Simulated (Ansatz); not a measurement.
## B4C3 (built on the sites of a database entry of Al4C3): relaxing the cell for a phonon run

Aim: bring B4C3 (built on the sites of a database entry of Al4C3) to small forces and stress, as phonons need.

Calculated with Ansatz 0.2.0; DFT r2SCAN, scalar-relativistic, plane waves, PAW.

The structure was built from a prototype and need not be the compound's stable phase.

## Step 1: Set-up

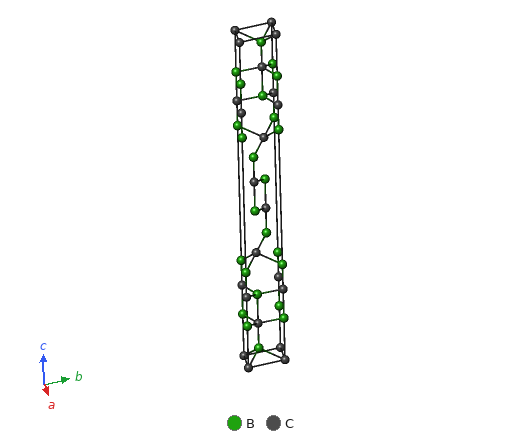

The starting structure, seen slightly off an axis (boron green, carbon dark grey). This picture shows the conventional cell, with its axes. Bonds to atoms that aren't drawn are left out. Some periodic images of atoms are drawn too.

## Step 2: A coarse first look

A quick single point on a coarse mesh tells whether the cell has a gap and how far it is from rest, which sets the k mesh and smearing that follow.

input.yaml reads:

```yaml
crystal:
  lattice:
    - [1.33629, 0.77151, 6.68481]
    - [-1.33629, 0.77151, 6.68481]
    - [0.0, -1.54302, 6.68481]
  atoms:
    - { symbol: B, position: [0.128, 0.128, 0.128] }
    - { symbol: B, position: [0.872, 0.872, 0.872] }
    - { symbol: B, position: [0.293, 0.293, 0.293] }
    - { symbol: B, position: [0.707, 0.707, 0.707] }
    - { symbol: C, position: [0.217, 0.217, 0.217] }
    - { symbol: C, position: [0.783, 0.783, 0.783] }
    - { symbol: C, position: [0.0, 0.0, 0.0] }
kpoints:
  mp_grid: { grid: [9, 9, 9] }
hamiltonian:
  xc: r2scan
scf:
  occupations: { method: gaussian, width: 0.1 }
output:
  forces: true
  stress: true
  eigenvalues: true
```

Started as:

```bash
> ansatz run input.yaml --threads 8 --pin off --max-ram 14336MiB --backend cpu --events-out ev --progress --plain --runs-dir out
```

Numbers of over 12 decimals in the logs are rounded to 6 here.

Output:

```text
[...]
k-point 0: bands = [... 8 lower, 11.1495, 12.6034, 13.1928, 13.1928, 16.5993, 16.5993, 19.0499, 20.1633, ... 2 higher]
  k-point 1: bands = [... 8 lower, 10.4204, 11.9445, 12.3116, 12.7312, 16.6501, 17.3723, 19.0086, 20.1327, ... 2 higher]
  k-point 2: bands = [... 8 lower, 9.1020, 9.4227, 11.3939, 11.7920, 16.4208, 18.2376, 18.5497, 19.7727, ... 2 higher]
  k-point 84: bands = [... 8 lower, 10.4770, 11.0591, 11.3641, 12.0917, 16.9993, 17.8856, 19.5378, 20.1057, ... 2 higher]
[key lines of the parts left out:]
SCF converged after 7 iterations
Free energy (F): -1378.688648 eV
Fermi energy:    13.914515 eV
P = ⅓ Tr σ = 26.3189 GPa (263.189 kbar)
```

It took 2.1 s on 8 threads of Intel Xeon Platinum 8488C (Sapphire Rapids), shared host; peak memory 0.54 GiB; 7 s of CPU time.

Numbers from this step:

| Item | Value |
| --- | --- |
| pressure | 26.32 GPa |
| gap on the k-mesh | 1.451 eV |
| volume per atom | 5.907 Å³ |
| direct gap on mesh | 3.406 eV |

The coarse mesh shows a gap of 1.45 eV and a pressure of 26.3 GPa.

## Step 3: Rough relaxation

A rough relaxation comes first, because large forces or stress need no tight tolerances yet.

Edit input.yaml of step 2 so:

```diff
@@ -23 +23,6 @@
   eigenvalues: true
+relax:
+  adjacent_minimum: "off"
+  f_tol: 0.05
+  max_steps: 80
+  cell: { stress_tol: 0.5 }
```

Output:

```text
[...]
Crystal: 7 atoms, lattice volume = 41.351 Å³
Basis set: ecut = 500 eV, 1039 PW (Γ), FFT grids on a1−a3, a2−a3, a3, exchange–correlation on 80×80×216 points (64 copies of the dense FFT grid, shifted against one another)
Bands: 19, of which v1, the nominal top of the filled ones, is band 12 counted from 1 (11 counted from 0)
Symmetry: 12 space group operations
[...]
atoms:
    - { symbol: B, position: [0.128408, 0.128408, 0.128408] }
    - { symbol: B, position: [0.871592, 0.871592, 0.871592] }
    - { symbol: B, position: [0.296410, 0.296410, 0.296410] }
    - { symbol: B, position: [0.703590, 0.703590, 0.703590] }
    - { symbol: C, position: [0.220794, 0.220794, 0.220794] }
    - { symbol: C, position: [0.779206, 0.779206, 0.779206] }
    - { symbol: C, position: [-1.6064427223951777e-19, -1.6064427223951818e-19, -1.6064427223951806e-19] }
[key lines of the parts left out:]
SCF converged after 4 iterations
Free energy (F): -1379.343153 eV
Fermi energy:    12.703892 eV
P = ⅓ Tr σ = -0.1958 GPa (-1.958 kbar)
```

Run time: 6.6 s. Hardware: 8 threads; peak memory 0.58 GiB.

Step by step:

```csv
step,energy less that of the first step (eV),largest force component (eV/Å),pressure (GPa),volume (Å³)
1,0.0000,2.2707,26.32,41.35
2,-0.5873,0.9227,9.51,43.01
3,-0.6444,0.1302,0.88,44.00
4,-0.6468,0.1514,0.34,44.11
5,-0.6496,0.1316,0.06,44.21
6,-0.6538,0.0347,-0.21,44.42
7*,-0.6545,0.0344,-0.20,44.42
```

Relaxation steps marked * repeat the geometry before them on a plane-wave basis chosen anew for their cell, so energy and pressure can jump there.

The run keeps the 12 symmetry operations that it works with, so distortions that break them were not tested.

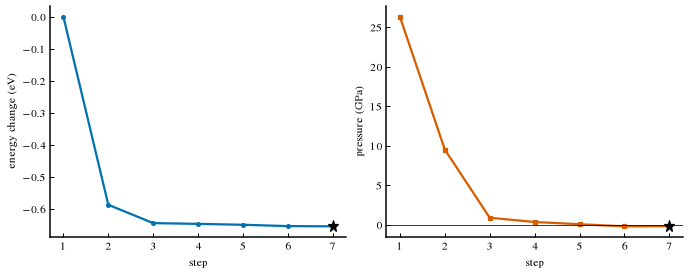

Energy and pressure along the relaxation. Stars mark steps on a basis chosen anew.

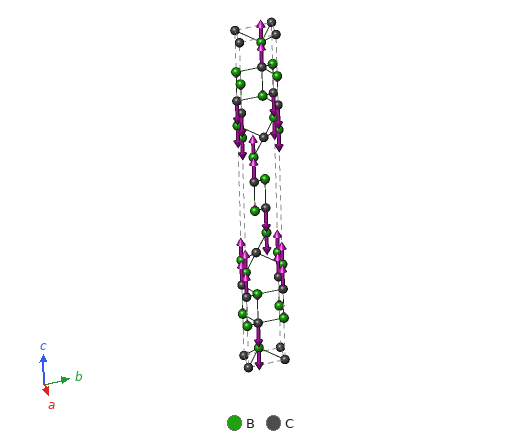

Displacements in the relaxation, exaggerated, measured against the changing cell; the longest in the cell stands for 0.08 Å. Bonds to atoms that aren't drawn are left out. Some periodic images of atoms are drawn too.

```csv
"conventional cell, symmetrised",before,after,change
a (Å),2.673,2.705,+1.2 %
b (Å),2.673,2.705,+1.2 %
c (Å),20.054,21.038,+4.9 %
volume (Å³/atom),5.91,6.35,+7.4 %
```

The atoms that moved most (Å, as changes of fractional coordinates times the final cell):

```csv
atom,dx,dy,dz,length
C6,0.000,0.000,-0.080,0.080
C5,0.000,0.000,0.080,0.080
B3,0.000,0.000,0.072,0.072
B4,0.000,0.000,-0.072,0.072
B1,0.000,0.000,0.009,0.009
B2,0.000,0.000,-0.009,0.009
```

Final coordinates:

```cif
data_structure
_symmetry_space_group_name_H-M 'P 1'
_symmetry_Int_Tables_number 1
_cell_length_a 7.1844
_cell_length_b 7.1844
_cell_length_c 7.1844
_cell_angle_alpha 21.699
_cell_angle_beta 21.699
_cell_angle_gamma 21.699
_cell_volume 44.42
loop_
_atom_site_label
_atom_site_type_symbol
_atom_site_fract_x
_atom_site_fract_y
_atom_site_fract_z
_atom_site_occupancy
B1 B 0.12841 0.12841 0.12841 1
B2 B 0.87159 0.87159 0.87159 1
B3 B 0.29641 0.29641 0.29641 1
B4 B 0.70359 0.70359 0.70359 1
C5 C 0.22079 0.22079 0.22079 1
C6 C 0.77921 0.77921 0.77921 1
C7 C 0.00000 0.00000 0.00000 1
```

This step gave:

- pressure: -0.1958 GPa
- gap on the k-mesh: 1.137 eV
- volume per atom: 6.346 Å³
- direct gap on mesh: 2.791 eV

In this step the volume went from 5.91 to 6.35 Å³/atom.

## Step 4: Bringing the structure to rest

Harmonic phonons are second derivatives at a point where the forces vanish, and they are wanted at zero stress, so atoms and cell are relaxed first.

input.yaml reads:

```yaml
crystal:
  lattice:
    - [1.3523030638, 0.7807525379, 7.0126732459]
    - [-1.3523030638, 0.7807525379, 7.0126732459]
    - [0.0, -1.5615050758, 7.0126732459]
  atoms:
    - { symbol: B, position: [0.1284079543, 0.1284079543, 0.1284079543] }
    - { symbol: B, position: [0.8715920457, 0.8715920457, 0.8715920457] }
    - { symbol: B, position: [0.2964096899, 0.2964096899, 0.2964096899] }
    - { symbol: B, position: [0.7035903101, 0.7035903101, 0.7035903101] }
    - { symbol: C, position: [0.220793763, 0.220793763, 0.220793763] }
    - { symbol: C, position: [0.779206237, 0.779206237, 0.779206237] }
    - { symbol: C, position: [0.0, 0.0, 0.0] }
kpoints:
  mp_grid: { grid: [9, 9, 9] }
hamiltonian:
  xc: r2scan
scf:
  occupations: { method: gaussian, width: 0.02 }
output:
  forces: true
  stress: true
  eigenvalues: true
relax:
  adjacent_minimum: "off"
  f_tol: 0.005
  max_steps: 80
  cell: { stress_tol: 0.05 }
```

Output:

```text
[...]
Crystal: 7 atoms, lattice volume = 44.424 Å³
Basis set: ecut = 500 eV, 1111 PW (Γ), FFT grids on a1−a3, a2−a3, a3, exchange–correlation on 80×80×216 points (64 copies of the dense FFT grid, shifted against one another)
Bands: 19, of which v1, the nominal top of the filled ones, is band 12 counted from 1 (11 counted from 0)
[... 1 set-up line as in the run before ...]
[...]
k-points: 85 of 729
[...]
SCF iter   1: F=—  HF=-1379.146964 eV  |F-HF|=—  |Δ(HF+E_count)|=         —  Δρ=1.62e-2  dr2=1.71e-1  dr2_τ=1.10e0  ethr=1.77e-3  ⟨swp⟩=6.2  Hψ=8620  notcnv=0  defer=3
[...]
SCF iter   7: F=-1379.343153 eV  HF=-1379.343153 eV  |F-HF|=6.52e-9  |Δ(HF+E_count)|=   9.17e-7  Δρ=1.85e-5  dr2=8.75e-8  dr2_τ=1.18e-8  ethr=4.17e-10  ⟨swp⟩=8.6  Hψ=8400  notcnv=0
SCF 1 converged in 7 iterations: F = -1379.343153 eV  dr2 = 8.75e-8
[...]
relax step   1: F+E_penalty+E_count = -1379.34315269 eV  Δ(F+E_penalty+E_count) = +0.000e0 eV  max|allowed force component| = 3.430e-2 eV/Å  Δτ_max = 0.0000 Å  P = -0.196 GPa  Ω = 44.424 Å³  (7 SCF iters, dr2 threshold 1.00e-7 eV, accepted)
Crystal: 7 atoms, lattice volume = 44.411 Å³
[...]
SCF iter   4: F=-1379.343264 eV  HF=-1379.343264 eV  |F-HF|=6.20e-8  |Δ(HF+E_count)|=   3.94e-7  Δρ=3.23e-5  dr2=3.00e-7  dr2_τ=1.54e-8  ethr=1.32e-9  ⟨swp⟩=3.7  Hψ=7093  notcnv=0
SCF 2 converged in 4 iterations: F = -1379.343264 eV  dr2 = 3.00e-7
relax step   2: F+E_penalty+E_count = -1379.34326356 eV  Δ(F+E_penalty+E_count) = -1.109e-4 eV  max|allowed force component| = 3.249e-2 eV/Å  Δτ_max = 0.0010 Å  P = -0.055 GPa  Ω = 44.411 Å³  energy of the carried Pulay correction = +2.345e-6 eV  (4 SCF iters, dr2 threshold 3.16e-7 eV, accepted)
Crystal: 7 atoms, lattice volume = 44.401 Å³
[...]
SCF iter   5: F=-1379.343375 eV  HF=-1379.343375 eV  |F-HF|=2.36e-8  |Δ(HF+E_count)|=   2.07e-7  Δρ=1.43e-5  dr2=3.48e-8  dr2_τ=3.42e-9  ethr=2.75e-10  ⟨swp⟩=3.5  Hψ=7211  notcnv=0
SCF 3 converged in 5 iterations: F = -1379.343375 eV  dr2 = 3.48e-8
[...]
relax step   3: F+E_penalty+E_count = -1379.34337471 eV  Δ(F+E_penalty+E_count) = -1.112e-4 eV  max|allowed force component| = 3.292e-2 eV/Å  Δτ_max = 0.0018 Å  P = +0.099 GPa  Ω = 44.401 Å³  energy of the carried Pulay correction = +3.994e-6 eV  (5 SCF iters, dr2 threshold 6.60e-8 eV, accepted)
[...]
relax step   4: F+E_penalty+E_count = -1379.34355886 eV  Δ(F+E_penalty+E_count) = -1.841e-4 eV  max|allowed force component| = 3.445e-2 eV/Å  Δτ_max = 0.0040 Å  P = +0.210 GPa  Ω = 44.415 Å³  energy of the carried Pulay correction = +1.610e-6 eV  (6 SCF iters, dr2 threshold 1.02e-7 eV, accepted)
[...]
relax step   5: F+E_penalty+E_count = -1379.34387079 eV  Δ(F+E_penalty+E_count) = -3.119e-4 eV  max|allowed force component| = 4.359e-2 eV/Å  Δτ_max = 0.0125 Å  P = +0.012 GPa  Ω = 44.539 Å³  energy of the carried Pulay correction = -1.961e-5 eV  (6 SCF iters, dr2 threshold 1.24e-7 eV, accepted)
[...]
relax step   6: F+E_penalty+E_count = -1379.34392429 eV  Δ(F+E_penalty+E_count) = -5.351e-5 eV  max|allowed force component| = 5.476e-3 eV/Å  Δτ_max = 0.0031 Å  P = -0.015 GPa  Ω = 44.563 Å³  energy of the carried Pulay correction = -2.377e-5 eV  (5 SCF iters, dr2 threshold 1.19e-7 eV, accepted)
[...]
relax step   7: F+E_penalty+E_count = -1379.34392594 eV  Δ(F+E_penalty+E_count) = -1.648e-6 eV  max|allowed force component| = 1.416e-4 eV/Å  Δτ_max = 0.0004 Å  P = -0.001 GPa  Ω = 44.558 Å³  energy of the carried Pulay correction = -2.301e-5 eV  (6 SCF iters, dr2 threshold 1.87e-9 eV, accepted)
[...]
SCF iter   4: F=-1379.343946 eV  HF=-1379.343946 eV  |F-HF|=7.28e-12  |Δ(HF+E_count)|=  4.09e-12  Δρ=9.93e-8  dr2=1.07e-11  dr2_τ=5.33e-13  ethr=1.00e-12  ⟨swp⟩=4.1  Hψ=4585  notcnv=0
SCF 8 converged in 4 iterations: F = -1379.343946 eV  dr2 = 1.07e-11
relax step   8: F+E_penalty+E_count = -1379.34394581 eV  Δ(F+E_penalty+E_count) = -1.986e-5 eV  max|allowed force component| = 1.331e-4 eV/Å  Δτ_max = 0.0000 Å  P = -0.001 GPa  Ω = 44.558 Å³  stress off target by 1.51e-3 GPa  SCF on the basis re-selected at this cell (its energy is not comparable with the rows above)  (4 SCF iters)
[...]
SCF converged after 4 iterations
Free energy (F): -1379.343946 eV
[...]
Internal energy: -1379.343946 eV  (E = F + TS)
E sigma→0 (E₀):  -1379.343946 eV
Fermi energy:    12.597340 eV
[...]
--- Forces (eV/Å), atoms counted from 1 ---
  atom   1  B      0.00000000     0.00000000    -0.00013312
  atom   2  B      0.00000000    -0.00000000     0.00013312
  atom   3  B      0.00000000    -0.00000000     0.00006351
  atom   4  B      0.00000000     0.00000000    -0.00006351
  atom   5  C      0.00000000    -0.00000000     0.00006735
  atom   6  C     -0.00000000     0.00000000    -0.00006735
  atom   7  C     -0.00000000     0.00000000     0.00000000
  max |Σ_I F_I| component: 9.25e-18 eV/Å
--- Stress (GPa, compression-positive) ---
       -0.001515      -0.000000      -0.000000
       -0.000000      -0.001515       0.000000
       -0.000000       0.000000       0.000009
  P = ⅓ Tr σ = -0.0010 GPa (-0.010 kbar)
--- Band table (eV; the first three rows and the last of 85) ---
  k-point 0: bands = [... 8 lower, 10.0260, 11.1530, 12.0381, 12.0381, 14.8939, 14.8939, 16.2392, 19.5648, ... 3 higher]
  k-point 1: bands = [... 8 lower, 9.5849, 10.8736, 10.9523, 11.6032, 14.9324, 15.7158, 16.4472, 19.2593, ... 3 higher]
  k-point 2: bands = [... 8 lower, 8.4470, 8.5372, 10.2632, 10.6914, 14.6927, 16.5723, 16.7865, 18.6090, ... 3 higher]
  k-point 84: bands = [... 8 lower, 9.4128, 10.0513, 10.4471, 11.1546, 15.1527, 16.0494, 17.4398, 19.3682, ... 3 higher]
--- Relaxed structure (7 steps of the walk, 7 accepted, 1 SCFs on fresh bases) ---
[...]
cell:  # Å, volume = 44.5585 Å³
    - [1.351483, 0.780279, 7.042368]
    - [-1.351483, 0.780279, 7.042368]
    - [0, -1.560558, 7.042368]
  atoms:
    - { symbol: B, position: [0.127387, 0.127387, 0.127387] }
    - { symbol: B, position: [0.872613, 0.872613, 0.872613] }
    - { symbol: B, position: [0.296556, 0.296556, 0.296556] }
    - { symbol: B, position: [0.703444, 0.703444, 0.703444] }
    - { symbol: C, position: [0.221170, 0.221170, 0.221170] }
    - { symbol: C, position: [0.778830, 0.778830, 0.778830] }
    - { symbol: C, position: [0, 0, 0] }
```

It took 7.3 s on 8 threads; peak memory 0.59 GiB; 49 s of CPU time.

The steps of the relaxation:

```csv
step,energy less that of the first step (eV),largest force component (eV/Å),pressure (GPa),volume (Å³)
1,0.0000,0.0343,-0.20,44.42
2,-0.0001,0.0325,-0.06,44.41
3,-0.0002,0.0329,0.10,44.40
4,-0.0004,0.0345,0.21,44.42
5,-0.0007,0.0436,0.01,44.54
6,-0.0008,0.0055,-0.01,44.56
7,-0.0008,0.0001,0.00,44.56
8*,-0.0008,0.0001,0.00,44.56
```

Relaxation steps marked * repeat the geometry before them on a plane-wave basis chosen anew for their cell, so energy and pressure can jump there.

Forces are held to the 12 operations that the run works with; a distortion that breaks them can't arise in this run.

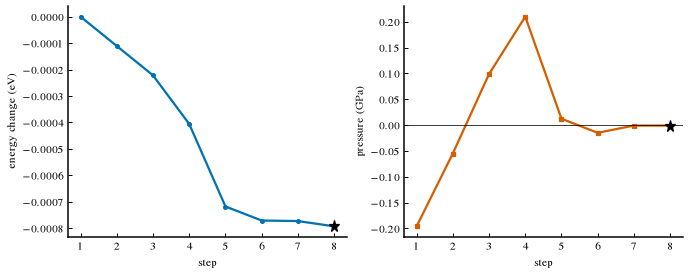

Energy and pressure along the relaxation. Stars mark steps on a basis chosen anew.

```csv
"conventional cell, symmetrised",before,after,change
a (Å),2.705,2.703,-0.1 %
b (Å),2.705,2.703,-0.1 %
c (Å),21.038,21.127,+0.4 %
volume (Å³/atom),6.35,6.37,+0.3 %
```

The atoms that moved most (Å, as changes of fractional coordinates times the final cell):

```csv
atom,dx,dy,dz,length
B1,0.000,0.000,-0.022,0.022
B2,0.000,0.000,0.022,0.022
C5,0.000,0.000,0.008,0.008
C6,0.000,0.000,-0.008,0.008
```

This step gave:

```
pressure           : -0.001007 GPa
gap on the k-mesh  : 1.119 eV
volume per atom    : 6.365 Å³
direct gap on mesh : 2.856 eV
```

In this step the volume went from 6.35 to 6.37 Å³/atom.

## Step 5: Tight relaxation

Phonons need a cell at rest on their own settings, so the relaxation is repeated with tight tolerances on forces and stress on the k mesh and occupations of the first response run.

input.yaml reads:

```yaml
crystal:
  lattice:
    - [1.3514827932, 0.7802789544, 7.0423678166]
    - [-1.3514827932, 0.7802789544, 7.0423678166]
    - [0.0, -1.5605579089, 7.0423678166]
  atoms:
    - { symbol: B, position: [0.1273866712, 0.1273866712, 0.1273866712] }
    - { symbol: B, position: [0.8726133288, 0.8726133288, 0.8726133288] }
    - { symbol: B, position: [0.2965560781, 0.2965560781, 0.2965560781] }
    - { symbol: B, position: [0.7034439219, 0.7034439219, 0.7034439219] }
    - { symbol: C, position: [0.2211704883, 0.2211704883, 0.2211704883] }
    - { symbol: C, position: [0.7788295117, 0.7788295117, 0.7788295117] }
    - { symbol: C, position: [0.0, 0.0, 0.0] }
kpoints:
  mp_grid: { grid: [9, 9, 9] }
hamiltonian:
  xc: r2scan
scf:
  occupations: { method: fixed }
output:
  forces: true
  stress: true
  eigenvalues: true
relax:
  adjacent_minimum: "off"
  f_tol: 0.001
  max_steps: 60
  cell: { stress_tol: 0.01 }
```

Output:

```text
[...]
Crystal: 7 atoms, lattice volume = 44.558 Å³
Basis set: ecut = 500 eV, 1117 PW (Γ), FFT grids on a1−a3, a2−a3, a3, exchange–correlation on 80×80×216 points (64 copies of the dense FFT grid, shifted against one another)
Bands: 19, of which v1, the nominal top of the filled ones, is band 12 counted from 1 (11 counted from 0)
[... 1 set-up line as in the run before ...]
[...]
- [0.0, -1.560558, 7.042368]
  atoms:
    - { symbol: B, position: [0.127387, 0.127387, 0.127387] }
    - { symbol: B, position: [0.8726133288, 0.8726133288, 0.872613] }
    - { symbol: B, position: [0.2965560781, 0.2965560781, 0.296556] }
    - { symbol: B, position: [0.703444, 0.703444, 0.703444] }
    - { symbol: C, position: [0.221170, 0.221170, 0.221170] }
    - { symbol: C, position: [0.778830, 0.778830, 0.7788295117] }
    - { symbol: C, position: [0.0, 0.0, 0.0] }
[key lines of the parts left out:]
SCF converged after 6 iterations
Free energy (F): -1379.343946 eV
Fermi energy:    12.038095 eV
P = ⅓ Tr σ = -0.0010 GPa (-0.010 kbar)
```

It took 2.1 s on 8 threads; peak memory 0.59 GiB; 14 s of CPU time.

Little changed from the start: no atom moved by 0.005 Å and no cell edge by 0.1 %.

This step gave:

* pressure: -0.001008 GPa

The largest force component left is 0.13 meV/Å and the pressure is -0.001 GPa, within the tolerances set. The cell now holds 6.37 Å³/atom.

## Step 6: Outcome

```yaml
space_group_after_relaxation_within_0p01_a: R-3m
lattice_constant_a: 2.703 Å
lattice_constant_b: 2.703 Å
lattice_constant_c: 21.127 Å
volume_per_atom: 6.37 Å³
gap_on_the_k_mesh: 1.12 eV
```

In words: The largest force component left is 0.13 meV/Å and the pressure is -0.001 GPa, within the tolerances set. The cell now holds 6.37 Å³/atom. The relaxation keeps the symmetry of its start, so it says nothing on stability against lower symmetry. The starting cell was built on a prototype and not taken from a measurement, so the phase need not exist.

[Logs are printed without paths, hosts, clocks, repeated set-up lines and the standing remarks that a program may print on its own settings, such as how far it seeks lower states.]

[Hosts, paths, dates, database ids (printed as entryN), source tags and the programs' standing remarks are cut or masked in the printed files.]
